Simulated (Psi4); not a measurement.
# B3LYP/6-31G(d) (Cartesian functions) run of CH3BFNO (SMILES NC1(F)BO1)

What is the energy change on altering one bond length of CH3BFNO at B3LYP/6-31G* (Cartesian functions)? The job is set up through a Python script.

The calculation is run with Psi4 1.11.

2 further runs of the same task are left out: 2 set aside as unsound or not needed.

## 1. The structure to begin with

The species is CH3BFNO (8 atoms), meant as a singlet with charge 0. As SMILES, `NC1(F)BO1`. The coordinates come from a PBE0-D4/def2-TZVP relaxation. This is one conformer, not always the lowest.

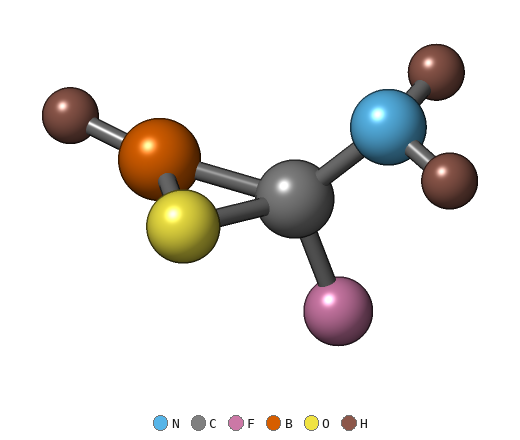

Viewed from a chosen angle; nitrogen blue, carbon grey, fluorine pink, boron orange, oxygen yellow, hydrogen brown.

## 2. Energy and gradient at B3LYP/6-31G(d) (Cartesian functions)

ch3bfno.py reads:

```python
import psi4

psi4.set_memory(2200000000)
psi4.set_num_threads(1)
psi4.core.set_output_file('output.dat', False)

geom = psi4.geometry("""
N
C 1 1.386838
F 2 1.372252 1 113.81735
B 2 1.510109 3 118.63327 1 172.80326
O 4 1.334943 2 61.48613 3 92.20994
H 1 1.009089 2 112.17406 3 84.90224
H 1 1.013371 6 110.34172 2 126.41103
H 4 1.182289 5 137.74032 2 178.17212
symmetry c1
no_reorient
no_com
""")

options = {'basis': '6-31G*', 'puream': False, 'e_convergence': 1e-09, 'd_convergence': 1e-08, 'scf_type': 'pk', 'dft_radial_points': 99, 'dft_spherical_points': 590}
psi4.set_options(options)

e_tot, wfn = psi4.gradient("b3lyp", molecule=geom, return_wfn=True)
psi4.oeprop(wfn, "LOWDIN_CHARGES", "MAYER_INDICES", "MULLIKEN_CHARGES")
print('gradient / Eh bohr^-1')
print(e_tot.np.round(6))
print(f'energy = {wfn.energy():.10f} Eh')
```

Started as:

```
$ python ch3bfno.py
```

output.dat (excerpt; [...] marks lines left out):

```text
[...]
  Running in c1 symmetry.
[...]
  Nuclear repulsion =  167.411303475654478
[...]
  Multiplicity = 1
[...]
  Nalpha       = 19
  Nbeta        = 19
[...]
    Number of basis functions: 81
[...]
   @RKS iter   1:  -294.32544377805192   -1.56296e-01   9.37169e-03 ADIIS/DIIS
[...]
   @RKS iter  12:  -294.55899907662592   -3.41061e-12   3.15737e-09 DIIS
[...]
    Orbital Energies [Eh]
    ---------------------
    Doubly Occupied:
       1A    -24.686696     2A    -19.187406     3A    -14.342005
       4A    -10.324842     5A     -6.795122     6A     -1.206793
       7A     -1.072912     8A     -0.908491     9A     -0.635075
      10A     -0.553906    11A     -0.533324    12A     -0.508124
      13A     -0.484414    14A     -0.428650    15A     -0.412606
      16A     -0.380671    17A     -0.362143    18A     -0.282064
      19A     -0.274444
[...]
  @RKS Final Energy:  -294.55899907662592
   => Energetics <=
    Nuclear Repulsion Energy =            167.4113034756544778
    One-Electron Energy =                -735.9135181872007934
    Two-Electron Energy =                 303.5577198436703270
    DFT Exchange-Correlation Energy =     -29.6145042087499100
    Empirical Dispersion Energy =           0.0000000000000000
    VV10 Nonlocal Energy =                  0.0000000000000000
    Total Energy =                       -294.5589990766259234
[...]
 Multipole Moments:
 ------------------------------------------------------------------------------------
     Multipole            Electronic (a.u.)      Nuclear  (a.u.)        Total (a.u.)
 ------------------------------------------------------------------------------------
 L = 1.  Multiply by 2.5417464519 to convert [e a0] to [Debye]
 Dipole X            :          0.3296534           -0.9505592           -0.6209058
 Dipole Y            :         -1.2078446            1.1707035           -0.0371411
 Dipole Z            :          2.8816467           -3.3453869           -0.4637403
 Magnitude           :                                                    0.7758598
[...]
  -Total Gradient:
     Atom            X                  Y                   Z
    ------   -----------------  -----------------  -----------------
       1       -0.001732799718    -0.006043906706     0.006081173732
       2        0.006711279558     0.001294315160    -0.000103626686
       3        0.000464456539     0.008539005041    -0.003707778140
       4        0.005289960897    -0.003621456602    -0.002388229699
       5       -0.012938672904    -0.004708984764    -0.003276272866
       6        0.003796950920     0.001355069304     0.002268443134
       7       -0.001727428647     0.003671408107     0.001515347329
       8        0.000130436427    -0.000492288878    -0.000391666962
[...]
  Mulliken Charges: (a.u.)
   Center  Symbol    Alpha    Beta     Spin     Total
       1     N     3.86485  3.86485  0.00000 -0.72970
       2     C     2.75266  2.75266  0.00000  0.49468
       3     F     4.65053  4.65053  0.00000 -0.30105
       4     B     2.38732  2.38732  0.00000  0.22537
       5     O     4.17500  4.17500  0.00000 -0.35001
       6     H     0.33551  0.33551  0.00000  0.32898
       7     H     0.34066  0.34066  0.00000  0.31868
       8     H     0.49347  0.49347  0.00000  0.01306
   Total alpha = 19.00000, Total beta = 19.00000, Total charge =  0.00000
[...]
```

On the terminal:

```text
gradient / Eh bohr^-1
[[-0.001733 -0.006044  0.006081]
 [ 0.006711  0.001294 -0.000104]
 [ 0.000464  0.008539 -0.003708]
 [ 0.00529  -0.003621 -0.002388]
 [-0.012939 -0.004709 -0.003276]
 [ 0.003797  0.001355  0.002268]
 [-0.001727  0.003671  0.001515]
 [ 0.00013  -0.000492 -0.000392]]
energy = -294.5589990766 Eh
```

It took 22 s on 1 thread of AMD EPYC 7R43 (Zen 3), shared host; peak memory 1.2 GiB.

## 3. The distorted shape: the energy at B3LYP/6-31G(d) (Cartesian functions)

calc.py reads:

```python
import psi4

psi4.set_memory('2200 MB')
psi4.set_num_threads(1)
psi4.core.set_output_file('psi4.out', False)

m = psi4.geometry("""
0 1
N     -0.503778     1.329872     0.255742
C      0.054100    -0.061200    -0.289600
F      0.122100    -0.132700    -1.658300
B      0.337600    -1.307200     0.515100
O      1.346900    -0.473000     0.255300
H     -1.512278     1.351572     0.282542
H     -0.148078     2.123072    -0.265058
H      0.177200    -2.343100     1.061900
units angstrom
symmetry c1
""")

options = {'puream': False, 'e_convergence': 1e-09, 'd_convergence': 1e-08, 'scf_type': 'pk', 'dft_radial_points': 99, 'dft_spherical_points': 590}
psi4.set_options(options)

result, w = psi4.energy("b3lyp/6-31G*", molecule=m, return_wfn=True)
psi4.oeprop(w, "DIPOLE", "WIBERG_LOWDIN_INDICES", "MAYER_INDICES", title="B3LYP")
print(f'b3lyp/6-31G* energy: {result:.10f} Eh')
```

Started as:

```
$ python calc.py
```

psi4.out (excerpt; [...] marks lines left out):

```text
[...]
  Running in c1 symmetry.
[...]
  Nuclear repulsion =  162.172174828222012
[...]
  Multiplicity = 1
[...]
  Nalpha       = 19
  Nbeta        = 19
[...]
    Number of basis functions: 81
[...]
   @RKS iter   1:  -294.30782358634087   -3.80860e-01   9.35726e-03 DIIS/ADIIS
[...]
   @RKS iter  12:  -294.53998730632969   -3.97904e-12   3.57003e-09 DIIS
[...]
    Orbital Energies [Eh]
    ---------------------
    Doubly Occupied:
       1A    -24.699288     2A    -19.199835     3A    -14.342409
       4A    -10.342648     5A     -6.804039     6A     -1.213784
       7A     -1.080797     8A     -0.861188     9A     -0.638622
      10A     -0.544908    11A     -0.518004    12A     -0.501309
      13A     -0.483411    14A     -0.436504    15A     -0.418823
      16A     -0.379548    17A     -0.367581    18A     -0.289088
      19A     -0.263249
[...]
  @RKS Final Energy:  -294.53998730632969
   => Energetics <=
    Nuclear Repulsion Energy =            162.1721748282220119
    One-Electron Energy =                -725.4389921154779586
    Two-Electron Energy =                 298.2631044996916216
    DFT Exchange-Correlation Energy =     -29.5362745187654276
    Empirical Dispersion Energy =           0.0000000000000000
    VV10 Nonlocal Energy =                  0.0000000000000000
    Total Energy =                       -294.5399873063296923
[...]
 Multipole Moments:
 ------------------------------------------------------------------------------------
     Multipole            Electronic (a.u.)      Nuclear  (a.u.)        Total (a.u.)
 ------------------------------------------------------------------------------------
 L = 1.  Multiply by 2.5417464519 to convert [e a0] to [Debye]
 Dipole X            :          1.4097577           -2.0602217           -0.6504640
 Dipole Y            :         -2.4645953            2.4930821            0.0284868
 Dipole Z            :         -2.2880976            2.3368360            0.0487384
 Magnitude           :                                                    0.6529091
[...]
```

The script printed:

```text
b3lyp/6-31G* energy: -294.5399873063 Eh
```

Wall time 17 s (1 thread of AMD EPYC 7R43 (Zen 3), shared host); peak memory 1.2 GiB.

## 4. Results

At B3LYP/6-31G* (Cartesian functions):

| quantity | value |
| --- | --- |
| first shape: total energy | -294.55900 Eh |
| first shape: dipole moment | 1.97 D |
| first shape: HOMO energy | -7.47 eV |
| first shape: LUMO energy | -0.44 eV |
| first shape: HOMO–LUMO gap | 7.03 eV |
| first shape: largest force on an atom | 0.728 eV/Å |
| distorted shape: total energy | -294.53999 Eh |
| distorted shape: dipole moment | 1.66 D |
| distorted shape: HOMO energy | -7.16 eV |
| distorted shape: LUMO energy | -0.64 eV |
| distorted shape: HOMO–LUMO gap | 6.53 eV |
| energy change with the N1–C2 bond stretched from 1.387 to 1.595 Å | 0.517 eV |

With the N1–C2 bond stretched from 1.387 to 1.595 Å the energy rises by 0.52 eV (49.9 kJ/mol). The first shape isn't relaxed at this level, so the change isn't measured from a minimum. The largest force (first shape) is 0.73 eV/Å: the shape isn't a stationary point for this species at this level. Mulliken charges (first shape) run from -0.73 on N1 to +0.49 on C2; they depend strongly on the basis.
